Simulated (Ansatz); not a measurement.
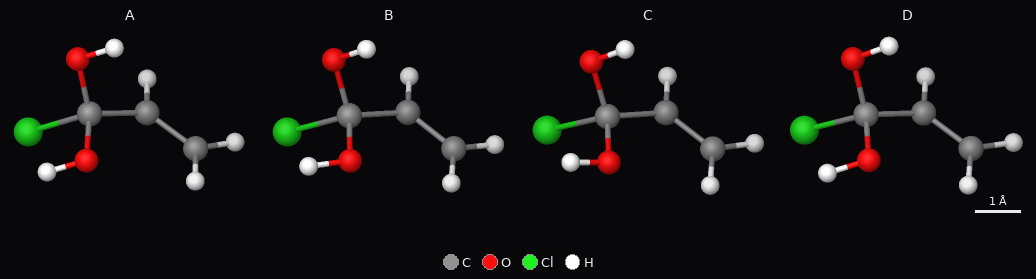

4 geometries from one relaxation of C₃H₅ClO₂, in shuffled order. A ball-and-stick model, seen at a tilt.

The run prepares an end point of a later path (hydrogen shift) calculation, from a guessed geometry.

The calculation used RKS B3LYP-D4/def2-SVP (Ansatz). (no spin polarisation; force threshold 0.02 eV/Å; at most 50 steps)

Order the frames from highest to lowest energy.

Answer. A, D, B, C. They are steps 0, 2, 3, 14, at +0.412 eV, +0.102 eV, +0.041 eV relative to the last. Over 11 accepted moves (14 points after the start) the energy falls by 0.412 eV. Largest force component: 3.5 eV/Å at the start, 0.0052 eV/Å at the end. The line search rejected the trial steps at points 7, 9, 12 of the run. The atom that moves furthest after the best rigid fit is an H atom (0.44 Å). Largest moves by element: H 0.44 Å, Cl 0.18 Å, O 0.16 Å, C 0.07 Å. Among the contacts that change: C–O 1.440 → 1.372 Å, H–O 0.913 → 0.969 Å, C–Cl 1.798 → 1.848 Å, C–H 1.055 → 1.093 Å. Bond angles that change, for instance: O–C–Cl 103.1° → 109.9°, O–C–Cl 108.3° → 103.6°, C–O–H 103.3° → 107.5°. Groups turn about C–O by about 35°. Cost: 37 s on 2 threads of Intel(R) Xeon(R) Platinum 8488C (Sapphire Rapids) (shared host), peak memory 0.28 GiB.
